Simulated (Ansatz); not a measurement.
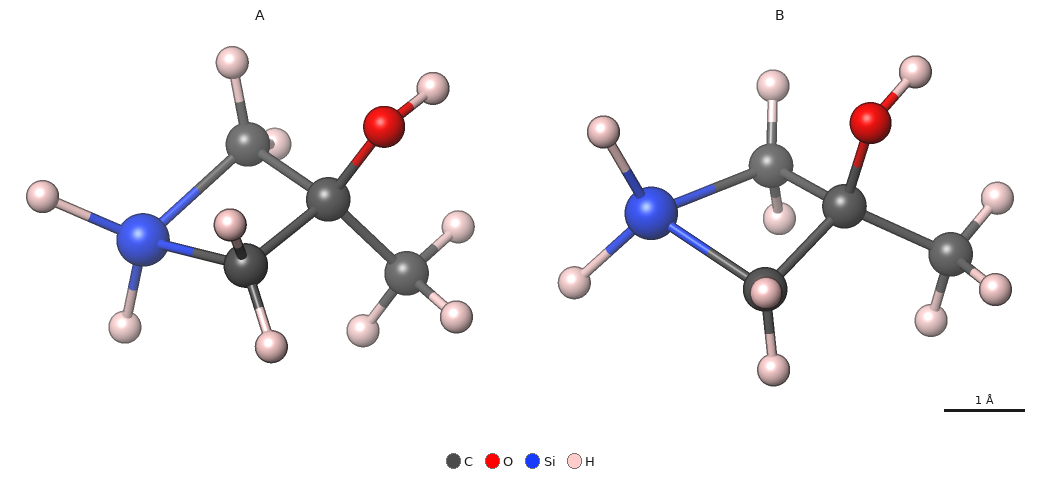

Two geometries of C$_{4}$H$_{10}$OSi, drawn at one scale. One is the start of a relaxation, the other its converged end. The picture is a ball-and-stick view, seen at a tilt.

All numbers below come from Ansatz 0.2.0, RKS PBE0-D4/STO-3G. Settings: no spin polarisation; force threshold 0.02 eV/Å; at most 40 steps.

Question: Which of the two is the end point?

Answer: Structure A is the relaxed one. The run prepares the start of a later molecular dynamics calculation, from a guessed geometry. The energy falls by 16.1 kcal/mol in 17 geometry steps. Largest force component: 4.5 eV/Å at the start, 0.0042 eV/Å at the end. The atom that moves furthest after the best rigid fit is an H atom (1.18 Å). By element the largest moves are H 1.18 Å, Si 0.44 Å, O 0.43 Å, C 0.43 Å. Some distances before and after: C–H 1.037 → 1.096 Å, C–H 1.154 → 1.095 Å, H–Si 1.487 → 1.445 Å, C–Si 1.909 → 1.872 Å. Bond angles that change, for instance: Si–C–H 108.4° → 120.0°, C–C–H 118.7° → 110.1°, Si–C–H 113.9° → 120.1°.

Limits of the set-up: STO-3G is a minimal basis, so the numbers are rough.
